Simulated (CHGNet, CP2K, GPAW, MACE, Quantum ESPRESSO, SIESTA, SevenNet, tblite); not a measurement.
**CP2K on TiO2(110) slab (48 atoms): settings against a plane-wave reference**

Aim: run TiO2(110) slab (48 atoms) in CP2K and see how near its forces come to a plane-wave reference, and at what cost.

Program: CP2K 2026.2. Level of theory: the method is named at each step. Results are calculated unless marked as measured.

## 1. The structure

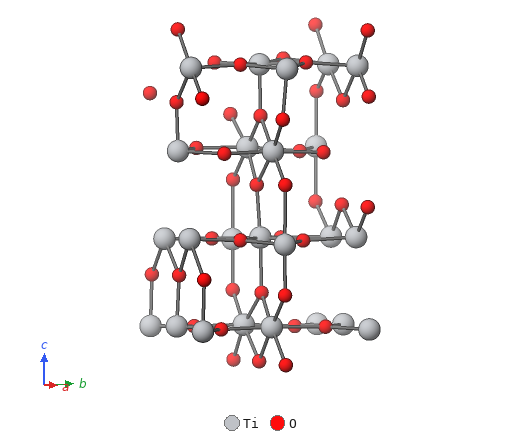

Start, viewed from the side, with the c axis up; titanium light grey, oxygen red. Bonds to atoms that aren't drawn are left out. Some periodic images of atoms are drawn too.

The cell holds 48 atoms: 16 Ti and 32 O. Its edges and angles: a = 5.918 Å, b = 6.497 Å, c = 24.279 Å, α = 90.0°, β = 90.0°, γ = 90.0°. It derives from TiO2 (rutile). Rutile TiO2 (cell 4.594, 4.594, 2.959, 90, 90, 90), (110) slab of 4 repeat layers, 2 x 1 surface cells, 12 Å of vacuum; every coordinate displaced by a Gaussian of 0.02 Å. Then every atom was moved at random, 0.05 Å r.m.s. a Cartesian component. Vacuum lies along c.

The yardstick, on the same geometry:

* method: Kohn-Sham DFT, PBE, SSSP efficiency 1.3.0 pseudopotentials, plane waves (Quantum ESPRESSO 7.5); sssp-pbe-1.3.0-efficiency, cutoffs 60/480 Ry, Γ point
* r.m.s. force component: 1.823 eV/Å
* longest force: 9.495 eV/Å
* time: 2.4 min on 4 MPI ranks of Arm Neoverse V1, shared host
* CPU time: 9.6 min

## 2. PBE, DZVP-MOLOPT-SR, 800/50 Ry, diagonalisation

Method: Kohn-Sham DFT, PBE, GTH-PBE pseudopotentials, Gaussian and plane waves, DZVP-MOLOPT-SR-GTH, diagonalisation.

The input, input.inp:

```
&GLOBAL
  PROJECT cell
  RUN_TYPE ENERGY_FORCE
  PRINT_LEVEL LOW
&END GLOBAL
&FORCE_EVAL
  METHOD QS
  &DFT
    BASIS_SET_FILE_NAME BASIS_MOLOPT
    POTENTIAL_FILE_NAME GTH_POTENTIALS
    &MGRID
      CUTOFF 800
      REL_CUTOFF 50
      NGRIDS 5
    &END MGRID
    &QS
      EPS_DEFAULT 1.0E-12
    &END QS
    &SCF
      SCF_GUESS ATOMIC
      EPS_SCF 5.0E-06
      MAX_SCF 200
      ADDED_MOS 14
      &DIAGONALIZATION
        ALGORITHM STANDARD
      &END DIAGONALIZATION
      &SMEAR ON
        METHOD FERMI_DIRAC
        ELECTRONIC_TEMPERATURE [K] 580
      &END SMEAR
      &MIXING
        METHOD BROYDEN_MIXING
        ALPHA 0.2
        NBROYDEN 12
        BETA 0.05
      &END MIXING
      &PRINT
        &RESTART OFF
        &END RESTART
      &END PRINT
    &END SCF
    &XC
      &XC_FUNCTIONAL PBE
      &END XC_FUNCTIONAL
    &END XC
    &PRINT
      &MULLIKEN ON
      &END MULLIKEN
      &HIRSHFELD ON
        SHAPE_FUNCTION DENSITY
      &END HIRSHFELD
      &MO ON
        EIGENVALUES T
        OCCUPATION_NUMBERS T
        MO_INDEX_RANGE 181 204
        &EACH
          QS_SCF 0
        &END EACH
        ADD_LAST NUMERIC
      &END MO
    &END PRINT
  &END DFT
  &SUBSYS
    &CELL
      A 5.91800 0.00000 0.00000
      B 0.00000 6.49690 0.00000
      C 0.00000 0.00000 24.27914
    &END CELL
    &COORD
      SCALED
      Ti 0.00177 0.00025 0.29844
      Ti 0.24004 0.48481 0.30107
      O 0.00015 0.49873 0.24570
      O 0.00126 0.49386 0.35166
      O 0.25880 0.78559 0.29799
      O 0.24786 0.18464 0.29976
      Ti 0.99971 0.49295 0.42897
      Ti 0.26697 0.00042 0.43349
      O 0.00514 0.00689 0.37689
      O 0.00560 0.98923 0.48447
      O 0.24380 0.29256 0.43266
      O 0.25262 0.70329 0.43298
      Ti 0.01382 0.99018 0.56846
      Ti 0.25740 0.50066 0.57108
      O 0.99784 0.49646 0.51950
      O 0.99771 0.48100 0.61904
      O 0.24517 0.81943 0.56379
      O 0.25055 0.19705 0.57062
      Ti 0.97702 0.51304 0.69592
      Ti 0.24298 0.99109 0.69545
      O 0.99452 0.99876 0.65245
      O 0.99462 0.99245 0.75311
      O 0.24583 0.30803 0.70013
      O 0.25032 0.71924 0.70492
      Ti 0.50811 0.99869 0.30221
      Ti 0.75590 0.49062 0.30169
      O 0.47555 0.50322 0.24715
      O 0.49706 0.51118 0.35170
      O 0.75439 0.81470 0.30111
      O 0.74748 0.19007 0.29897
      Ti 0.50867 0.49995 0.43566
      Ti 0.75268 0.99848 0.43679
      O 0.50462 0.01338 0.37967
      O 0.51908 0.98598 0.48419
      O 0.75193 0.30373 0.43407
      O 0.74623 0.68253 0.43256
      Ti 0.50052 0.00845 0.56865
      Ti 0.74651 0.50119 0.56879
      O 0.48341 0.48646 0.51564
      O 0.48823 0.50758 0.62042
      O 0.74961 0.80353 0.56643
      O 0.75546 0.20616 0.56613
      Ti 0.48152 0.50392 0.69873
      Ti 0.76814 0.00180 0.69736
      O 0.50156 0.99890 0.64285
      O 0.49984 0.00701 0.75359
      O 0.74647 0.30574 0.70116
      O 0.75437 0.69691 0.70335
    &END COORD
    &KIND Ti
      BASIS_SET DZVP-MOLOPT-SR-GTH-q12
      POTENTIAL GTH-PBE-q12
    &END KIND
    &KIND O
      BASIS_SET DZVP-MOLOPT-SR-GTH-q6
      POTENTIAL GTH-PBE-q6
    &END KIND
  &END SUBSYS
  &PRINT
    &FORCES ON
    &END FORCES
  &END PRINT
&END FORCE_EVAL
```

On the command line:

```console
OMP_NUM_THREADS=1 mpirun -np 4 cp2k.psmp -i input.inp > output.txt
```

Numbers of over 12 decimals in the logs are rounded to 6 here.

Output:

```text
CP2K| version string:                                       CP2K version 2026.2
 CP2K| Input file name                                                 input.inp
 GLOBAL| Basis set file name                                        BASIS_MOLOPT
 GLOBAL| Potential file name                                      GTH_POTENTIALS
 GLOBAL| Run type                                                   ENERGY_FORCE
 GLOBAL| Total number of message passing processes                             4
 GLOBAL| Number of threads for this process                                    1
 TOTAL NUMBERS AND MAXIMUM NUMBERS
  Total number of            - Atomic kinds:                                   2
                             - Atoms:                                         48
                             - Shell sets:                                    48
                             - Shells:                                       288
                             - Primitive Cartesian functions:                256
                             - Cartesian basis functions:                    944
                             - Spherical basis functions:                    832
  Maximum angular momentum of- Orbital basis functions:                        3
                             - Local part of the GTH pseudopotential:          2
                             - Non-local part of the GTH pseudopotential:      3
 SCF PARAMETERS         Density guess:                                    ATOMIC
                        max_scf:                                             200
                        eps_scf:                                        5.00E-06
                        added MOs                                        14    0
                        Mixing method:                            BROYDEN_MIXING
                                                charge density mixing in g-space
                        Smear method:                                FERMI_DIRAC
                        Electronic temperature [K]:                        580.0
                        Electronic temperature [a.u.]:                  1.84E-03
                        Accuracy threshold:                             1.00E-10
 Extrapolation method: initial_guess
 Number of electrons:                                                        384
 Number of occupied orbitals:                                                192
 Number of molecular orbitals:                                               206
 Number of orbital functions:                                                832
 Number of independent orbital functions:                                    832
 SCF WAVEFUNCTION OPTIMIZATION
  Step     Update method      Time    Convergence         Total energy    Change
     1 NoMix/Diag. 0.20E+00    2.8     2.01955355     -1449.9916254863 -1.45E+03
 *** the last MO => Add more MOs for proper smearing.                   ***
     2 Broy./Diag. 0.20E+00    3.5     0.57772824     -1416.1799760533  3.38E+01
 *** the last MO => Add more MOs for proper smearing.                   ***
     3 Broy./Diag. 0.20E+00    3.6     1.02731653     -1437.7701462129 -2.16E+01
 *** the last MO => Add more MOs for proper smearing.                   ***
     4 Broy./Diag. 0.20E+00    3.6     1.44506704     -1441.1949970879 -3.42E+00
[...]
*** the last MO => Add more MOs for proper smearing.                   ***
    40 Broy./Diag. 0.20E+00    3.7     0.00001915     -1446.6750102841  2.17E-04
 *** the last MO => Add more MOs for proper smearing.                   ***
    41 Broy./Diag. 0.20E+00    3.8     0.00000415     -1446.6750801572 -6.99E-05
  *** SCF run converged in    41 steps ***
  Electronic density on regular grids:       -384.0000000000        0.0000000000
  Core density on regular grids:              383.9999999999       -0.0000000001
  Total charge density on r-space grids:       -0.0000000001
  Total charge density g-space grids:          -0.0000000001
  Overlap energy of the core charge distribution:               2.325e-11
  Self energy of the core charge distribution:              -3039.223890
  Core Hamiltonian energy:                                    811.836283
  Hartree energy:                                            1010.724913
  Exchange-correlation energy:                               -230.010708
  Electronic entropic energy:                                  -0.00167784
  Fermi energy:                                                 0.057081
  Total energy:                                             -1446.675080
  Total energy (extrapolated to T->0):                      -1446.674241
 MO| EIGENVALUES AND OCCUPATION NUMBERS
 MO|
 MO|  Index      Eigenvalue [a.u.]        Eigenvalue [eV]             Occupation
 MO|    181              -0.008407              -0.228777               2.000000
 MO|    182              -0.001364              -0.037107               2.000000
 MO|    183               0.006079               0.165430               2.000000
[...]
MO|    203               0.090729               2.468861               0.000000
 MO|    204               0.092357               2.513167               0.000000
 MO| Sum:                                                             384.000000
 MO| E(Fermi):            0.057081 a.u.          1.553256 eV
 !-----------------------------------------------------------------------------!
                     Mulliken Population Analysis
 #  Atom  Element  Kind  Atomic population                           Net charge
       1     Ti       1         10.790233                              1.209767
       2     Ti       1         11.023528                              0.976472
       3     O        2          6.488493                             -0.488493
[...]
47     O        2          6.599547                             -0.599547
      48     O        2          6.581700                             -0.581700
 # Total charge                            384.000000                 -0.000000
 !-----------------------------------------------------------------------------!
 !-----------------------------------------------------------------------------!
                           Hirshfeld Charges
  #Atom  Element  Kind  Ref Charge     Population                    Net charge
      1       Ti     1      12.000         11.306                         0.694
      2       Ti     1      12.000         11.498                         0.502
      3       O      2       6.000          6.332                        -0.332
[...]
47       O      2       6.000          6.281                        -0.281
     48       O      2       6.000          6.288                        -0.288
  Total Charge                                                           -0.000
 !-----------------------------------------------------------------------------!
 ENERGY| Total FORCE_EVAL ( QS ) energy [hartree]          -1446.675150
 FORCES| Atomic forces [hartree/bohr]
 FORCES|   Atom     x               y               z               |f|
 FORCES|      1  2.40978634E-02 -2.31413614E-02  5.75693637E-02   6.65617102E-02
 FORCES|      2  4.60741614E-02  1.09050584E-02 -1.17918185E-01   1.27068671E-01
 FORCES|      3 -2.28630221E-02 -1.78678486E-03  5.07487507E-02   5.56897304E-02
[...]
FORCES|     47  1.38095302E-03  4.79853948E-02  3.50193189E-03   4.81328232E-02
 FORCES|     48 -8.26258776E-03 -8.81200617E-03  1.49710257E-03   1.21722276E-02
 FORCES| Sum     1.79882548E-04  2.40036861E-04  1.03808124E-03
 FORCES| Total atomic force                                       1.08054990E-03
```

Run time: 2.7 min. Hardware: 4 MPI ranks of Arm Neoverse V1, shared host; peak memory 5.6 GiB; 11 min of CPU time.

Banners, paths, timers and routine set-up lines are dropped from the logs unmarked, and long logs keep their key lines alone; longer cuts are marked.

Against the reference:

```yaml
r_m_s_force_component: 1.848 eV/Å
r_m_s_difference_of_force_components: 32.32 meV/Å
longest_difference_of_force_vectors: 149.9 meV/Å
force_difference_over_r_m_s_force: 1.773 %
slope_of_forces_against_the_reference_s: 1.014
correlation_of_force_components: 0.9999
```

Length of the force difference by element (eV/Å):

```csv
element,atoms,mean,most
O,32,0.039,0.15
Ti,16,0.065,0.12
```

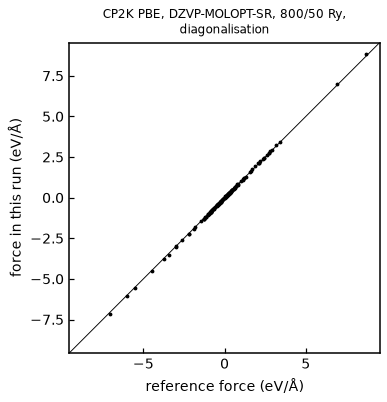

Force components against those of the reference; the line marks equality.

The surroundings of Ti43, whose charge lies farthest from its element's mean, nearest first, numbered as they follow in the input and with coordinates relative to it.

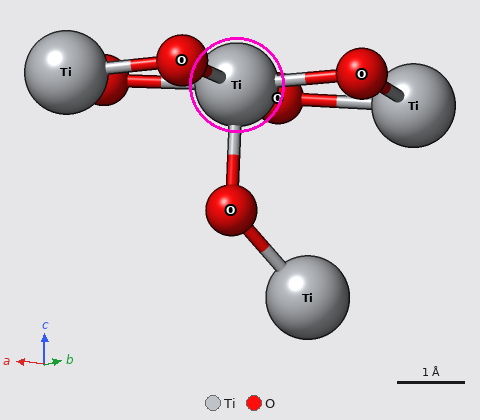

The atoms of the table, within 3.4 Å (arrows a, b, c point along x, y, z); some may hide others; the central atom is ringed.

```csv
atom,x,y,z,distance (Å),Hirshfeld charge (e),Fx,Fy,Fz (eV/Å)
Ti43,0.00,0.00,0.00,0.00,0.70,-1.01,-1.46,-0.85
O23,-1.39,-1.27,0.03,1.89,-0.29,1.19,2.13,0.67
O40,0.04,0.02,-1.90,1.90,-0.28,0.66,0.46,2.77
O24,-1.37,1.40,0.15,1.96,-0.29,0.58,-4.54,-0.08
O47,1.57,-1.29,0.06,2.03,-0.28,0.07,2.47,0.18
O48,1.61,1.25,0.11,2.05,-0.29,-0.42,-0.45,0.08
Ti19,2.93,0.06,-0.07,2.93,0.68,0.25,-1.92,-0.90
Ti19,-2.99,0.06,-0.07,2.99,0.68,0.25,-1.92,-0.90
Ti14,-1.33,-0.02,-3.10,3.37,0.59,-1.30,-0.86,-3.50
```

Forces lie 1.8 % from the reference's, at 1.1 times its CPU time.

## 3. PBE, SZV-MOLOPT-SR, 800/50 Ry, diagonalisation

Method: Kohn-Sham DFT, PBE, GTH-PBE pseudopotentials, Gaussian and plane waves, SZV-MOLOPT-SR-GTH, diagonalisation.

input.inp, as its differences from that of step 2:

```diff
@@ -68,8 +68,8 @@
     &END CELL
-    &COORD
-      SCALED
-[... 48 atom lines left out: the same atoms as in the first run ...]
-    &END COORD
+    &TOPOLOGY
+      COORD_FILE_NAME structure.xyz
+      COORD_FILE_FORMAT XYZ
+    &END TOPOLOGY
     &KIND Ti
-      BASIS_SET DZVP-MOLOPT-SR-GTH-q12
+      BASIS_SET SZV-MOLOPT-SR-GTH-q12
       POTENTIAL GTH-PBE-q12
@@ -77,3 +77,3 @@
     &KIND O
-      BASIS_SET DZVP-MOLOPT-SR-GTH-q6
+      BASIS_SET SZV-MOLOPT-SR-GTH-q6
       POTENTIAL GTH-PBE-q6
```

The input, structure.xyz:

```xyz
48

Ti 0.01047 0.00162 7.24587
Ti 1.42056 3.14976 7.30972
O 0.00089 3.24020 5.96538
O 0.00746 3.20856 8.53800
O 1.53158 5.10390 7.23494
O 1.46684 1.19959 7.27792
Ti 5.91628 3.20265 10.41502
Ti 1.57993 0.00273 10.52476
O 0.03042 0.04476 9.15057
O 0.03314 6.42693 11.76251
O 1.44281 1.90073 10.50461
O 1.49501 4.56920 10.51238
Ti 0.08179 6.43310 13.80172
Ti 1.52329 3.25274 13.86533
O 5.90522 3.22545 12.61301
O 5.90445 3.12501 15.02976
O 1.45092 5.32375 13.68834
O 1.48275 1.28021 13.85416
Ti 5.78200 3.33317 16.89634
Ti 1.43796 6.43901 16.88493
[... 24 atom lines left out ...]
O 2.96823 6.48975 15.60785
O 2.95805 0.04554 18.29652
O 4.41761 1.98636 17.02356
O 4.46436 4.52775 17.07673
```

On the command line:

```console
OMP_NUM_THREADS=2 cp2k.psmp -i input.inp > output.txt
```

Output:

```text
CP2K| version string:                                       CP2K version 2026.2
 CP2K| Input file name                                                 input.inp
 GLOBAL| Basis set file name                                        BASIS_MOLOPT
 GLOBAL| Potential file name                                      GTH_POTENTIALS
 GLOBAL| Run type                                                   ENERGY_FORCE
 GLOBAL| Total number of message passing processes                             1
 GLOBAL| Number of threads for this process                                    2
[... lines left out ...]
                        Smear method:                                FERMI_DIRAC
[... lines left out ...]
 Number of electrons:                                                        384
[... lines left out ...]
  Step     Update method      Time    Convergence         Total energy    Change
[... lines left out ...]
  *** SCF run converged in    35 steps ***
[... lines left out ...]
  Fermi energy:                                                 0.093329
  Total energy:                                             -1445.132578
  Total energy (extrapolated to T->0):                      -1445.131014
[... lines left out ...]
 MO| E(Fermi):            0.093329 a.u.          2.539618 eV
[... lines left out ...]
                           Hirshfeld Charges
  #Atom  Element  Kind  Ref Charge     Population                    Net charge
      1       Ti     1      12.000         11.315                         0.685
      2       Ti     1      12.000         11.460                         0.540
      3       O      2       6.000          6.321                        -0.321
[...]
47       O      2       6.000          6.291                        -0.291
     48       O      2       6.000          6.307                        -0.307
  Total Charge                                                           -0.000
 !-----------------------------------------------------------------------------!
 ENERGY| Total FORCE_EVAL ( QS ) energy [hartree]          -1445.132575
 FORCES| Atomic forces [hartree/bohr]
 FORCES|   Atom     x               y               z               |f|
 FORCES|      1  3.17649951E-02 -1.92961246E-02  6.34761039E-02   7.35565844E-02
 FORCES|      2  4.14588386E-02  3.33072636E-03 -1.19533352E-01   1.26562835E-01
 FORCES|      3 -2.49135845E-02  1.56218298E-03  4.27341842E-02   4.94907830E-02
[...]
FORCES|     47  3.37084157E-03  3.62382682E-02  5.37715184E-03   3.67897869E-02
 FORCES|     48 -2.19132893E-03  1.02625651E-02  2.36788788E-03   1.07577441E-02
 FORCES| Sum     3.36411053E-04  4.60147210E-04  1.40544406E-03
 FORCES| Total atomic force                                       1.51663472E-03
```

Wall time 3.3 min (2 threads); peak memory 4.5 GiB.

Against the reference:

```yaml
r_m_s_force_component: 1.978 eV/Å
r_m_s_difference_of_force_components: 405.4 meV/Å
longest_difference_of_force_vectors: 1306 meV/Å
force_difference_over_r_m_s_force: 22.24 %
slope_of_forces_against_the_reference_s: 1.064
correlation_of_force_components: 0.9806
```

This is a coarse setting, run to see what it loses.

Against the first run (1.8 %), the force difference from the reference is 22 %, at 0.52 times the CPU time (on 2 against 4 cores), with 288 basis functions against 832: the smaller basis costs accuracy.

(Continued in part 2 of 3.)

[Also dropped from logs without a mark: logging warnings of Python, and SIESTA's first energy breakdown and zero terms.]

[Logs are printed without paths, hosts, clocks, repeated set-up lines and the standing remarks that a program may print on its own settings, such as how far it seeks lower states.]

[Hosts, paths, dates, database ids (printed as entryN), source tags and the programs' standing remarks are cut or masked in the printed files.]
